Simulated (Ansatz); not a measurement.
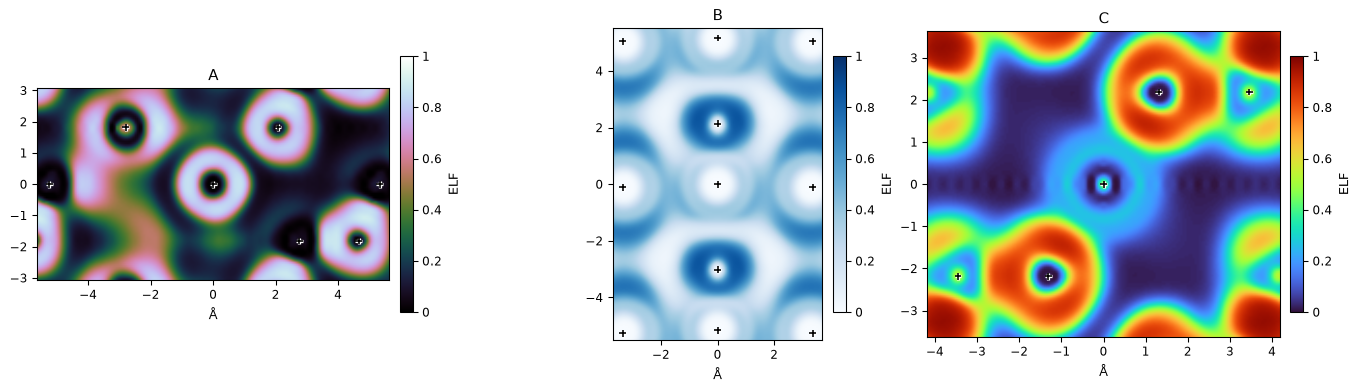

The ELF of 3 systems, each on a plane through atoms (crosses mark nuclei in the plane).

All numbers below come from Ansatz, DFT PBE, scalar-relativistic, plane waves, PAW.

System 1: GaSi₂S₂, the (110) plane of the conventional cell. Space group P-3m1; a generated structure, not necessarily the stable one; changed on purpose from its base cell (volume × 0.91, shape and atoms relaxed); computed pressure about 6 GPa in this cell; computed without spin polarisation.

```
Ga Si S
1.0
     3.78390    0.00000    0.00000
    -1.89195    3.27695    0.00000
     0.00000    0.00000    7.65650
Ga Si S
1 2 2
Direct
  0.00000 0.00000 0.00000
  0.66667 0.33333 0.54847
  0.33333 0.66667 0.45153
  0.66667 0.33333 0.82874
  0.33333 0.66667 0.17126
```

System 2: Ca₂Sn₂N, the (100) plane of the conventional cell. Space group Pmm2; a generated structure, not necessarily the stable one; computed without spin polarisation.

System 3: LaAl₃N₂, the (110) plane of the conventional cell. Space group P3m1; a generated structure, not necessarily the stable one.

```xyz
6
Lattice="3.1442 0.0000 0.0000 -1.5721 2.7230 0.0000 0.0000 0.0000 10.5700" Properties=species:S:1:pos:R:3 pbc="T T T"
La    0.0000    0.0000   10.3294
Al    1.5721    0.9077    2.5188
Al    0.0000    0.0000    5.0877
Al    0.0000    1.8153    7.5302
N     1.5721    0.9077    4.4104
N     0.0000    1.8153    1.8335
```

### Match each panel to its system.

Panel A is system 3, LaAl₃N₂: the plane holds La, Al and N. Al–N (1.89 Å): the ELF peaks at about 0.90 in the valence shell of N, 0.7 Å from its nucleus, and is about 0.85 at the midpoint. Panel B is system 2, Ca₂Sn₂N: the plane holds Sn and N. Sn–N (2.14 Å): the ELF peaks at about 0.75 in the valence shell of N, 0.6 Å from its nucleus, and is about 0.30 at the midpoint. Panel C is system 1, GaSi₂S₂: the plane holds Ga, Si and S. Si–S (2.15 Å): the ELF peaks at about 0.90 between the atoms.
